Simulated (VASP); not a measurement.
Band structure of NbTe (relaxed from the rock salt structure, space group Fm-3m). These are r2SCAN meta-GGA, VASP's PBE PAW potentials (set 64) (plane waves; VASP 6.6.1) values and carry that method's errors.

Unless said otherwise, spin-orbit coupling is left out, though it shifts the bands of the heavy elements here.

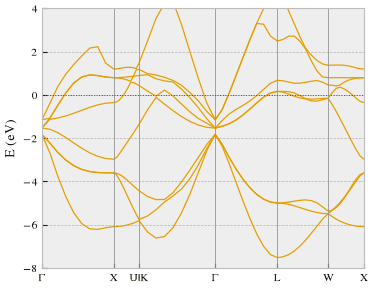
Figure: Bands along high-symmetry lines, zero at the valence-band maximum or, without a gap, the Fermi level

**Question.** Read the plot: is there a gap, and where are the band edges?

**Answer.** It has no gap at this level: it comes out as a metal or semimetal.

The structure was generated: NbTe was put into the rock salt type (Fm-3m), which need not be its known phase. It was relaxed first, which changed the volume by -34 %. The electron count is odd and the run is not spin-polarised, which forces a metal. VASP warned that the highest band is occupied, so more bands are needed.
